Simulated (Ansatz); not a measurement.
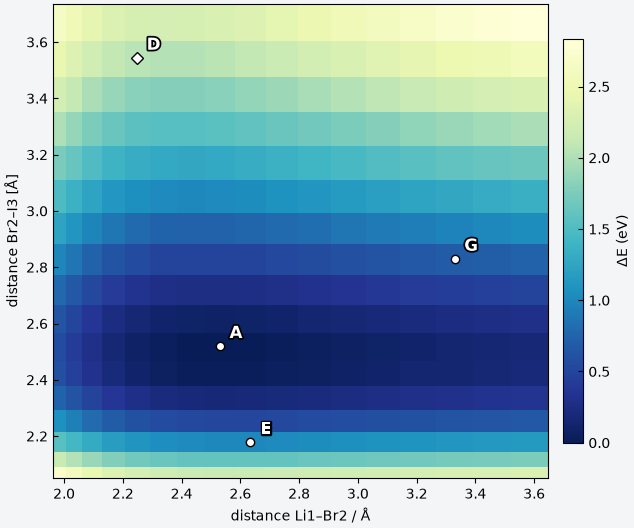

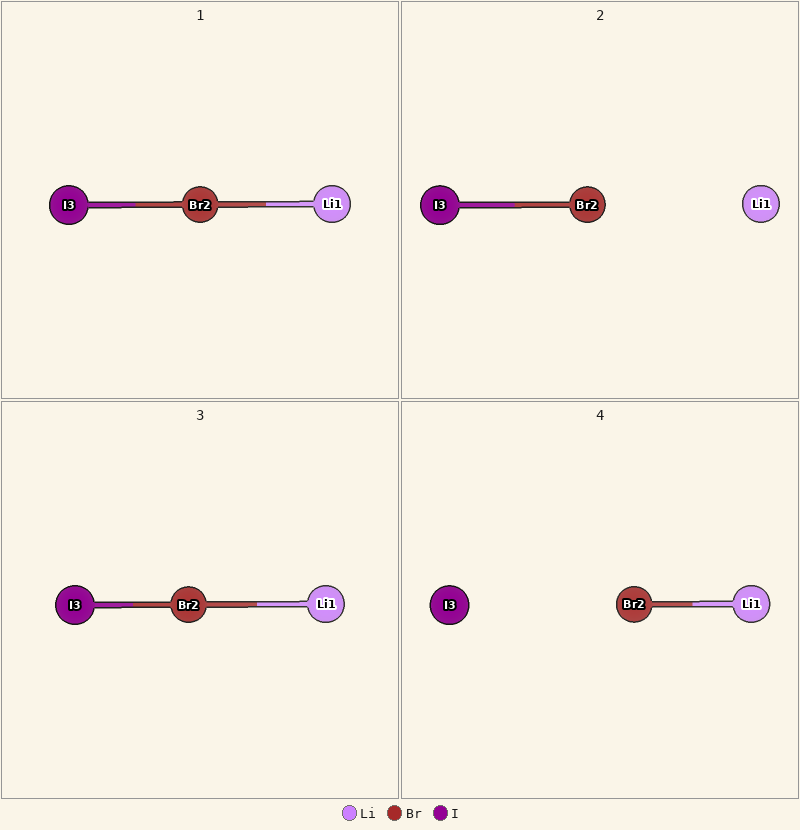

The system Li⁺ + BrI. The first coordinate is: distance Li1–Br2; the second: distance Br2–I3. Nothing is relaxed (the angle Li1–Br2–I3 is fixed at 180 degrees). The grid has 17 × 17 points. Energies are in eV, from the lowest grid point. The reference is spin-restricted, so regions where a bond is pulled apart into radicals lie too high. The calculation used Ansatz 0.2.0, RHF/def2-TZVPD.

The picture shows one coloured cell a grid point, lettered points. The numbered pictures are the structures at these points, in random order.

Which structure belongs to which point?

A is structure 1: distance Li1–Br2 = 2.530 Å, distance Br2–I3 = 2.519 Å, 0.00 eV; D is structure 4: distance Li1–Br2 = 2.248 Å, distance Br2–I3 = 3.543 Å, 2.05 eV; E is structure 3: distance Li1–Br2 = 2.634 Å, distance Br2–I3 = 2.179 Å, 1.00 eV; G is structure 2: distance Li1–Br2 = 3.329 Å, distance Br2–I3 = 2.829 Å, 0.69 eV.
